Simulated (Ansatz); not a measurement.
**C₅H₆CuNO: inputs that go wrong**

Aim: try 5 inputs for C₅H₆CuNO as typed, read how each ends, and find what has to change.

Program: Ansatz 0.2.0, Gaussian basis. Level of theory: the settings change from run to run. These are calculated values, not measurements.

## 1. The relaxed structure

An earlier PBE0-D4 in a triple-zeta def2 set relaxation fixed the geometry.

SMILES `[OH][Cu-][n+]1ccccc1`, 14 atoms, charge 0, spin multiplicity 1.

Atoms are counted from 1 here; the program's logs count them from 0.

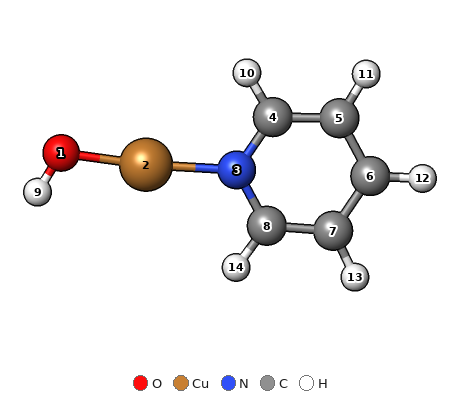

The structure; oxygen red, copper orange, nitrogen blue, carbon grey, hydrogen white; atoms are numbered from 1 in the order of the file.

## 2. Input 1

Contents of in.yaml:

```yaml
crystal:
  periodic: [false, false, false]
  atoms:
    - {symbol: O, position_ang: [0.742959, -0.177255, 4.153777]}
    - {symbol: Cu, position_ang: [0.402679, -0.170448, 2.407259]}
    - {symbol: N, position_ang: [0.099842, -0.021219, 0.553401]}
    - {symbol: C, position_ang: [0.440247, 1.098477, -0.098762]}
    - {symbol: C, position_ang: [0.241002, 1.261464, -1.455587]}
    - {symbol: C, position_ang: [-0.333721, 0.229669, -2.178892]}
    - {symbol: C, position_ang: [-0.687378, -0.929915, -1.509192]}
    - {symbol: C, position_ang: [-0.455574, -1.016062, -0.150429]}
    - {symbol: H, position_ang: [0.488200, -1.001231, 4.572660]}
    - {symbol: H, position_ang: [0.886848, 1.882214, 0.500377]}
    - {symbol: H, position_ang: [0.535547, 2.188390, -1.930566]}
    - {symbol: H, position_ang: [-0.502893, 0.327391, -3.244623]}
    - {symbol: H, position_ang: [-1.139621, -1.765682, -2.027419]}
    - {symbol: H, position_ang: [-0.718137, -1.905772, 0.407984]}
basis:
  gaussian: {orbitals: STO-3G, fitting: {mean_field: cc-pVTZ-jkfit}}
hamiltonian: {xc: {name: LC-wPBE}}
output: {forces: true}
```

On the command line:

```bash
$ ansatz run in.yaml --threads 2 --pin off --events-out ev --progress --plain --max-ram 22528MiB --backend cpu
```

Log:

```text
Functional definition: LC-wPBE
  name "LC-wPBE"
  cite "Vydrov & Scuseria, J. Chem. Phys. 125, 234109 (2006) doi:10.1063/1.2409292"
  cite "Heyd & Scuseria, J. Chem. Phys. 120, 7274 (2004) doi:10.1063/1.1668634"
  cite "Ernzerhof & Perdew, J. Chem. Phys. 109, 3313 (1998) doi:10.1063/1.476928"
  cite "Perdew, Burke & Ernzerhof, Phys. Rev. Lett. 77, 3865 (1996) doi:10.1103/PhysRevLett.77.3865"
  parent pbe
  parameter omega = 0.4/bohr
  exchange = pbe_x_sr(omega) + exact_x_lr(omega)
  correlation = pbe_c
Error: <dir> the basis set cc-pVTZ-JKFIT has no functions for Cu
```

Wall time 0.1 s (2 threads of AMD EPYC 7R13, shared host).

**Diagnosis.** The program refused the input. The fitting set named has no entry for an element of this molecule. Cure: leave the fitting key out, or name a set that covers all elements and suits the basis.

## 3. Input 2

Contents of in.yaml:

```yaml
crystal:
  periodic: [false, false, false]
  atoms:
    - {symbol: O, position_ang: [0.742959, -0.177255, 4.153777]}
    - {symbol: Cu, position_ang: [0.402679, -0.170448, 2.407259]}
    - {symbol: N, position_ang: [0.099842, -0.021219, 0.553401]}
    - {symbol: C, position_ang: [0.440247, 1.098477, -0.098762]}
    - {symbol: C, position_ang: [0.241002, 1.261464, -1.455587]}
    - {symbol: C, position_ang: [-0.333721, 0.229669, -2.178892]}
    - {symbol: C, position_ang: [-0.687378, -0.929915, -1.509192]}
    - {symbol: C, position_ang: [-0.455574, -1.016062, -0.150429]}
    - {symbol: H, position_ang: [0.488200, -1.001231, 4.572660]}
    - {symbol: H, position_ang: [0.886848, 1.882214, 0.500377]}
    - {symbol: H, position_ang: [0.535547, 2.188390, -1.930566]}
    - {symbol: H, position_ang: [-0.502893, 0.327391, -3.244623]}
    - {symbol: H, position_ang: [-1.139621, -1.765682, -2.027419]}
    - {symbol: H, position_ang: [-0.718137, -1.905772, 0.407984]}
basis:
  gaussian: {orbitals: def2-mTZVPP, fitting: {mean_field: cc-pVTZ-jkfit}}
hamiltonian: {xc: {name: B2GP-PLYP}}
```

The command is unchanged.

Log:

```text
Functional definition: B2GP-PLYP
  name "B2GP-PLYP"
  cite "Karton, Tarnopolsky, Lamère, Schatz & Martin, J. Phys. Chem. A 112, 12868 (2008) doi:10.1021/jp801805p"
  cite "Becke, Phys. Rev. A 38, 3098 (1988) doi:10.1103/PhysRevA.38.3098"
  cite "Lee, Yang & Parr, Phys. Rev. B 37, 785 (1988) doi:10.1103/PhysRevB.37.785"
  parameter a = 0.65
  parameter c = 0.36
  exchange = (1 - a)*b88_x + a*exact_x
  correlation = (1 - c)*lyp_c + c*(mp2_os + mp2_ss)
Error: <dir> the basis set cc-pVTZ-JKFIT has no functions for Cu
```

It took 0.11 s on 2 threads of AMD EPYC 7R13, shared host.

What is wrong: Refused before any calculation. The fitting set named has no entry for an element of this molecule. Cure: leave the fitting key out, or name a set that covers all elements and suits the basis.

## 4. Input 3

Contents of in.yaml:

```yaml
crystal:
  periodic: [false, false, false]
  atoms:
    - {symbol: O, position_ang: [0.901927, -0.319578, 4.246826]}
    - {symbol: Cu, position_ang: [0.400859, -0.157135, 2.550724]}
    - {symbol: N, position_ang: [0.748941, 1.199752, -0.013105]}
    - {symbol: C, position_ang: [0.448941, 0.899752, -0.313105]}
    - {symbol: C, position_ang: [0.213410, 1.398403, -1.738901]}
    - {symbol: C, position_ang: [-0.274010, -0.007907, -2.263789]}
    - {symbol: C, position_ang: [-0.876683, -1.045353, -1.347031]}
    - {symbol: C, position_ang: [-0.225285, -0.967020, 0.110469]}
    - {symbol: H, position_ang: [0.639470, -0.999980, 4.525526]}
    - {symbol: H, position_ang: [0.892642, 1.813221, 0.230076]}
    - {symbol: H, position_ang: [0.491887, 2.325713, -1.920637]}
    - {symbol: H, position_ang: [-0.620021, 0.453200, -3.197460]}
    - {symbol: H, position_ang: [-1.067404, -1.833076, -2.197491]}
    - {symbol: H, position_ang: [-0.457978, -2.017585, 0.383893]}
basis:
  gaussian: {orbitals: def2-TZVPD}
total_charge: 1
magnetization: {spin_polarized: true, initial_magnetization: 1}
hamiltonian: {xc: {name: B97M-V}}
```

On the command line:

```bash
$ ansatz run in.yaml --threads 2 --pin off --events-out ev --progress --plain --max-ram 22528MiB --backend cuda --devices 0, --max-vram 18GiB
```

Log (excerpt; [...] marks lines left out):

```text
Functional definition: B97M-V
  name "B97M-V"
  cite "Mardirossian & Head-Gordon, J. Chem. Phys. 142, 074111 (2015) doi:10.1063/1.4907719"
  cite "Becke, J. Chem. Phys. 107, 8554 (1997) doi:10.1063/1.475007"
  cite "Vydrov & Van Voorhis, J. Chem. Phys. 133, 244103 (2010) doi:10.1063/1.3521275"
  # Of w^i u^j: cxij and so on, Table III.
[...]
  gx(w, u) = cx00 + cx01*u + cx02*u^2 + (cx10 + cx11*u)*w
  gss(w, u) = css00 + css02*u^2 + css10*w + (css32*w^3 + css42*w^4)*u^2
  gos(w, u) = cos00 + cos01*u + cos03*u^3 + cos10*w + cos32*w^3*u^2
[...]
      + integral(e_c_pw_mod_opposite_spin*gos(b97_w_opposite, b97_u_opposite)) + vv10(b, c)
2008 factors; their error is unknown
[...]
mean field -53298.41233710 eV, -1958.6805264271 hartree, gradient 1.6e-5 eV, S^2 0.859189; 10 other end points of the search recorded, 0 dependent functions left out
reference -53298.41244281 eV, -1958.6805303118 hartree; 40, 39 occupied and 324, 325 virtual orbitals, 2008 factors
Total energy: -53298.41244281 eV, -1958.6805303118 hartree
```

Run time: 47 s. Hardware: 1 × H100 (card shared with other runs) with 2 threads of AMD EPYC 7R13, shared host; peak host memory 1.3 GiB.

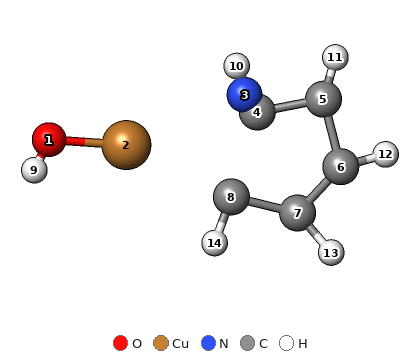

The geometry of this input.

What is wrong: It ended without an error, which proves nothing about the input. One atom was put on top of another. The shortest distance is 0.52 Å (N3–C4), against 0.96 Å in the relaxed molecule. It also asks for charge 1 and multiplicity 2, another species or state than the molecule above. Its coordinates are also moved off the relaxed structure. Its energy is no property of the relaxed molecule. Cure: restore the atom's position, and set charge and spin to those of the species named.

## 5. Input 4

Contents of in.yaml:

```yaml
crystal:
  periodic: [false, false, false]
  atoms:
    - {symbol: O, position_ang: [0.742959, -0.177255, 4.153777]}
    - {symbol: Cu, position_ang: [0.402679, -0.170448, 2.407259]}
    - {symbol: N, position_ang: [0.099842, -0.021219, 0.553401]}
    - {symbol: C, position_ang: [0.440247, 1.098477, -0.098762]}
    - {symbol: C, position_ang: [0.241002, 1.261464, -1.455587]}
    - {symbol: C, position_ang: [-0.333721, 0.229669, -2.178892]}
    - {symbol: C, position_ang: [-0.687378, -0.929915, -1.509192]}
    - {symbol: C, position_ang: [-0.455574, -1.016062, -0.150429]}
    - {symbol: H, position_ang: [0.488200, -1.001231, 4.572660]}
    - {symbol: H, position_ang: [0.886848, 1.882214, 0.500377]}
    - {symbol: H, position_ang: [0.535547, 2.188390, -1.930566]}
    - {symbol: H, position_ang: [-0.502893, 0.327391, -3.244623]}
    - {symbol: H, position_ang: [-1.139621, -1.765682, -2.027419]}
    - {symbol: H, position_ang: [-0.718137, -1.905772, 0.407984]}
basis:
  gaussian: {orbitals: def2-mTZVP, nuclear_model: gaussian}
hamiltonian: {xc: {name: HF}}
correlation: {active_space: {window: {electrons: 6, orbitals: 2}}}
```

On the command line:

```bash
$ ansatz run in.yaml --threads 2 --pin off --events-out ev --progress --plain --max-ram 22528MiB --backend cpu
```

Log:

```text
Functional definition: HF
  name "HF"
  cite "Fock, Z. Phys. 61, 126 (1930) doi:10.1007/BF01340294"
  parent pbe
  exchange = exact_x
  correlation = 0
1825 factors; integrals over basis functions are off by at most 1.1e-3 eV
mean field evaluation 1: about -53356.4572 eV, gradient 7.8e1 eV
mean field evaluation 2: about -53356.8339 eV, gradient 7.8e1 eV
mean field evaluation 4: about -53365.7628 eV, gradient 1.5e1 eV
mean field evaluation 8: about -53366.1658 eV, gradient 1.1e0 eV
mean field evaluation 16: about -53366.1745 eV, gradient 3.6e-5 eV
mean field -53366.17453519 eV, -1961.1707412760 hartree, gradient 2.6e-6 eV, S^2 0.000000; 0 other end points of the search recorded, 0 dependent functions left out
reference -53366.17453519 eV, -1961.1707412760 hartree; 40, 40 occupied and 149, 149 virtual orbitals, 1825 factors
Error: 6 electrons in 2 orbitals form no window around the highest filled level of the reference
```

Run time: 3.7 s. Hardware: 2 threads of AMD EPYC 7R13, shared host; peak memory 0.61 GiB.

What is wrong: It ended in an error. The active space doesn't fit the electrons. To mend it, choose a window whose electrons and orbitals fit the reference.

## 6. Input 5

Contents of in.yaml:

```yaml
crystal:
  periodic: [false, false, false]
  atoms:
    - {symbol: O, position_ang: [0.742959, -0.177255, 4.153777]}
    - {symbol: Cu, position_ang: [0.402679, -0.170448, 2.407259]}
    - {symbol: N, position_ang: [0.099842, -0.021219, 0.553401]}
    - {symbol: C, position_ang: [0.440247, 1.098477, -0.098762]}
    - {symbol: C, position_ang: [0.241002, 1.261464, -1.455587]}
    - {symbol: C, position_ang: [-0.333721, 0.229669, -2.178892]}
    - {symbol: C, position_ang: [-0.687378, -0.929915, -1.509192]}
    - {symbol: C, position_ang: [-0.455574, -1.016062, -0.150429]}
    - {symbol: H, position_ang: [0.488200, -1.001231, 4.572660]}
    - {symbol: H, position_ang: [0.886848, 1.882214, 0.500377]}
    - {symbol: H, position_ang: [0.535547, 2.188390, -1.930566]}
    - {symbol: H, position_ang: [-0.502893, 0.327391, -3.244623]}
    - {symbol: H, position_ang: [-1.139621, -1.765682, -2.027419]}
    - {symbol: H, position_ang: [-0.718137, -1.905772, 0.407984]}
basis:
  gaussian: {orbitals: def2-TZVPP, fitting: {mean_field: def2-universal-jkfit}}
magnetization: {spin_polarized: true, initial_magnetization: 1}
hamiltonian: {xc: {name: wPBEh}, pseudopotentials: {relativity: scalar}}
accuracy: high
output: {forces: true}
```

On the command line:

```bash
$ ansatz run in.yaml --threads 2 --pin off --events-out ev --progress --plain --max-ram 22528MiB --backend cuda --devices 0, --max-vram 18GiB
```

Log:

```text
Error: a molecule whose nuclei and cores have a total charge of 80 cannot have a net charge of 0 together with 1 unpaired electrons
```

It took 0.05 s on 1 × H100 (card shared with other runs) with 2 threads of AMD EPYC 7R13, shared host.

What is wrong: Refused before any calculation. The number of unpaired electrons doesn't fit the electron count. Fix: make charge and initial_magnetization agree: an even electron count takes an even number of unpaired electrons.

## 7. How the tries ended

| input | level | ended | cause | time |
| --- | --- | --- | --- | --- |
| 1 | LC-wPBE/STO-3G | refused | the fitting set named has no entry for an element of this molecule | 0.1 s |
| 2 | B2GP-PLYP/def2-mTZVPP | refused | the fitting set named has no entry for an element of this molecule | 0.11 s |
| 3 | B97M-V/def2-TZVPD | converged | one atom was put on top of another | 47 s |
| 4 | HF/def2-mTZVP | stopped by an error | the active space doesn't fit the electrons | 3.7 s |
| 5 | wPBEh/def2-TZVPP | refused | the number of unpaired electrons doesn't fit the electron count | 0.05 s |

**Reading.** 3 refused, 1 converged, 1 stopped by an error. A refusal costs next to no computing time. The dangerous case is the input that converges on a wrong geometry, charge, spin, basis or grid: often only a look at the input shows it.
